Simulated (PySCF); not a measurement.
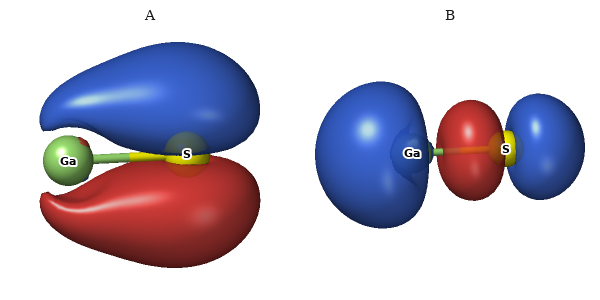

GaS (doublet). Two frontier α-spin orbitals, each drawn at the value that holds 80 % of its norm (blue and red are the two phases), in no order; of a degenerate pair one member is drawn.

Theory: PBE0/def2-TZVPP, non-relativistic Hamiltonian with scalar-relativistic core potentials where named, at a bond length of 2.077 Å (PySCF).

### Label each orbital by symmetry, say whether it is occupied, and order them by energy.

Orbital B: σ, occupied in this spin, −7.59 eV; shared between the atoms (Ga 60 %, S 40 %).
Orbital A: π, occupied in this spin, −7.30 eV; mainly on S (80 %).
